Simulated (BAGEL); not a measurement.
# SiHF3 (SMILES F[SiH](F)F) at HF/STO-3G (density fitting with qzvpp-jkfit)

What is the energy change on altering one bond length of SiHF3 at HF/STO-3G (density fitting with qzvpp-jkfit)? 

The results are computed with BAGEL 1.2.2.

4 further runs of the same task are left out: 1 that didn't finish, 3 set aside as unsound or not needed.

### 1 The system as given

The species is SiHF3 (5 atoms), meant as a singlet with charge 0. SMILES: `F[SiH](F)F`. The coordinates come from a PBE0-D4/def2-TZVP relaxation.

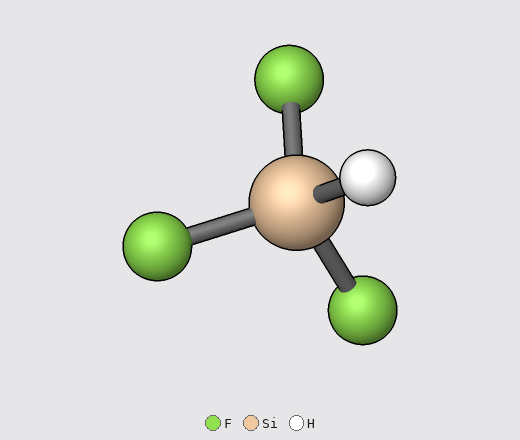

Viewed from a chosen angle; fluorine green, silicon light orange, hydrogen white.

### 2 A single-point energy at HF/STO-3G (density fitting with qzvpp-jkfit)

Input file job.json:

```json
{ "bagel" : [

{
  "title" : "molecule",
  "basis" : "sto-3g",
  "df_basis" : "qzvpp-jkfit",
  "angstrom" : true,
  "geometry" : [
    { "atom" : "F", "xyz" : [      -0.447100,      -0.082200,       1.491300 ] },
    { "atom" : "Si", "xyz" : [       0.040700,       0.001700,      -0.001800 ] },
    { "atom" : "F", "xyz" : [      -0.597100,       1.281400,      -0.657200 ] },
    { "atom" : "F", "xyz" : [      -0.495900,      -1.263300,      -0.767200 ] },
    { "atom" : "H", "xyz" : [       1.499400,       0.062400,      -0.065100 ] }
  ]
},

{ "title" : "hf" },

{ "title" : "print", "file" : "orbitals.molden", "orbitals" : true }

]}
```

Command:

```console
$ BAGEL_NUM_THREADS=1 BAGEL job.json > job.out
```

The log of the run:

```text
* using 1 threads per process

  ===============================================================
  ===============================================================

  *** Geometry ***

  { "atom" : "F", "xyz" : [     -0.844897,     -0.155335,      2.818149 ] },
  { "atom" : "Si", "xyz" : [      0.076912,      0.003213,     -0.003402 ] },
  { "atom" : "F", "xyz" : [     -1.128355,      2.421495,     -1.241928 ] },
  { "atom" : "F", "xyz" : [     -0.937115,     -2.387291,     -1.449798 ] },
  { "atom" : "H", "xyz" : [      2.833455,      0.117919,     -0.123021 ] },

  Number of auxiliary basis functions:      377

  Since a DF basis is specified, we compute 2- and 3-index integrals:
    o Being stored without compression. Storage requirement is 0.002 GB

  Number of basis functions:       25
  Number of electrons      :       42

    * METHOD: MOLECULE                             0.08

  *** RHF ***

  === Nuclear Repulsion ===
   188.4078504027

      * DIIS with orbital gradients will be used.

  === RHF iteration (sto-3g) ===
      0       -580.24848290          0.02045994           0.01
      1       -580.35355456          0.00315159           0.01
      2       -580.35637546          0.00095519           0.01
      3       -580.35682923          0.00013915           0.01
      4       -580.35683848          0.00001539           0.01
      5       -580.35683856          0.00000251           0.01
      6       -580.35683856          0.00000083           0.01
      7       -580.35683857          0.00000012           0.01
      8       -580.35683857          0.00000002           0.01
      9       -580.35683857          0.00000000           0.01
    * SCF iteration converged.

    * Permanent dipole moment:
           (   -0.423773,    -0.017657,     0.018526) a.u.

    * METHOD: HF                                   0.15

    * METHOD: PRINT                                0.00

  ===============================================================
```

Wall time 0.38 s (1 thread of Arm Neoverse V2, shared host).

### 3 The distorted shape, same level

Input file hf.json:

```json
{ "bagel": [

{
  "title": "molecule",
  "basis": "sto-3g",
  "df_basis": "qzvpp-jkfit",
  "angstrom": "true",
  "geometry": [
    { "atom": "F", "xyz": [    0.196830,    1.435823,    2.409794 ] },
    { "atom": "Si", "xyz": [    0.684630,    1.519723,    0.916694 ] },
    { "atom": "F", "xyz": [    0.046830,    2.799423,    0.261294 ] },
    { "atom": "F", "xyz": [   -0.495900,   -1.263300,   -0.767200 ] },
    { "atom": "H", "xyz": [    2.143330,    1.580423,    0.853394 ] }
  ]
},
{
  "title": "hf"
},
{
  "title": "print",
  "file": "orbitals.molden",
  "orbitals": "true"
}

]}
```

Command:

```console
$ BAGEL_NUM_THREADS=1 BAGEL hf.json > hf.out
```

The log of the run:

```text
* using 1 threads per process

  ===============================================================
  ===============================================================

  *** Geometry ***

  { "atom" : "F", "xyz" : [      0.371955,      2.713312,      4.553851 ] },
  { "atom" : "Si", "xyz" : [      1.293763,      2.871860,      1.732301 ] },
  { "atom" : "F", "xyz" : [      0.088496,      5.290143,      0.493774 ] },
  { "atom" : "F", "xyz" : [     -0.937115,     -2.387291,     -1.449798 ] },
  { "atom" : "H", "xyz" : [      4.050307,      2.986567,      1.612681 ] },

  Number of auxiliary basis functions:      377

  Since a DF basis is specified, we compute 2- and 3-index integrals:
    o Being stored without compression. Storage requirement is 0.002 GB

  Number of basis functions:       25
  Number of electrons      :       42

    * METHOD: MOLECULE                             0.08

  *** RHF ***

  === Nuclear Repulsion ===
   151.1664114060

      * DIIS with orbital gradients will be used.

  === RHF iteration (sto-3g) ===
      0       -579.69327382          0.02135252           0.01
      1       -579.50384418          0.01102851           0.01
      2       -579.79584294          0.00593043           0.01
      3       -579.80477648          0.00448531           0.01
      4       -579.52369859          0.00574278           0.01
      5       -579.79750118          0.00535201           0.01
      6       -579.79827444          0.00513536           0.01
      7       -579.79889780          0.00498464           0.01
      8       -579.79929863          0.00485145           0.01
      9       -579.79698667          0.00553589           0.01
     10       -579.50814436          0.00963784           0.01
     11       -579.53015960          0.00801491           0.01
     12       -579.73041139          0.01977221           0.01
     13       -579.79598500          0.00584612           0.01
     14       -579.80170301          0.00549949           0.01
     15       -579.79922376          0.00647635           0.01
     16       -579.83947658          0.00942503           0.01
     17       -579.91262614          0.00936757           0.01
     18       -579.92145027          0.00895788           0.01
     19       -579.93342340          0.00775226           0.01
     20       -579.95072283          0.00513846           0.01
     21       -579.95960335          0.00281845           0.01
     22       -579.96193676          0.00167523           0.01
     23       -579.96246431          0.00154952           0.01
     24       -579.95489860          0.00683654           0.01
     25       -579.96733511          0.00135034           0.01
     26       -579.93543656          0.01068604           0.01
     27       -579.96182207          0.00591284           0.01
     28       -579.96121140          0.00654717           0.01
     29       -579.96973075          0.00479099           0.01
     30       -579.96131769          0.00614030           0.01
     31       -579.97408510          0.00378950           0.01
     32       -579.97324663          0.00371535           0.01
     33       -579.97089720          0.00506872           0.01
     34       -579.97910296          0.00107454           0.01
     35       -579.97950790          0.00016770           0.01
     36       -579.97948262          0.00042109           0.01
     37       -579.97954221          0.00008762           0.01
     38       -579.97954497          0.00000624           0.01
     39       -579.97954499          0.00000358           0.01
     40       -579.97954500          0.00000178           0.01
     41       -579.97954500          0.00000009           0.01
     42       -579.97954500          0.00000007           0.01
     43       -579.97954500          0.00000007           0.01
     44       -579.97954500          0.00000006           0.01
     45       -579.97954500          0.00000004           0.01
     46       -579.97954500          0.00000003           0.01
     47       -579.97954500          0.00000003           0.01
     48       -579.97954500          0.00000002           0.01
     49       -579.97954500          0.00000001           0.01
     50       -579.97954500          0.00000001           0.01
    * SCF iteration converged.

    * Permanent dipole moment:
           (   -0.689349,    -0.791092,    -0.453820) a.u.

    * METHOD: HF                                   0.56

    * METHOD: PRINT                                0.00

  ===============================================================
```

Wall time 0.8 s (1 thread of Arm Neoverse V2, shared host).

### 4 What came out

Level: HF/STO-3G (density fitting with qzvpp-jkfit).

| quantity | value |
| --- | --- |
| first shape: total energy | -580.35684 Eh |
| first shape: dipole moment | 1.08 D |
| first shape: HOMO energy | -10.89 eV |
| first shape: LUMO energy | 12.69 eV |
| first shape: HOMO–LUMO gap | 23.58 eV |
| distorted shape: total energy | -579.97955 Eh |
| distorted shape: dipole moment | 2.91 D |
| distorted shape: HOMO energy | -3.68 eV |
| distorted shape: LUMO energy | 1.62 eV |
| distorted shape: HOMO–LUMO gap | 5.30 eV |
| energy change with the Si2–F4 bond stretched from 1.573 to 3.460 Å | 10.267 eV |

In words: One bond (distorted shape) is far stretched, which a spin-restricted single reference describes badly; a broken-symmetry solution may lie lower. With the Si2–F4 bond stretched from 1.573 to 3.460 Å the energy rises by 10.27 eV (991 kJ/mol). The first shape isn't relaxed at this level, so the change isn't measured from a minimum. A restricted reference can't describe the breaking bond well at this length. The minimal basis adds a large error of its own.
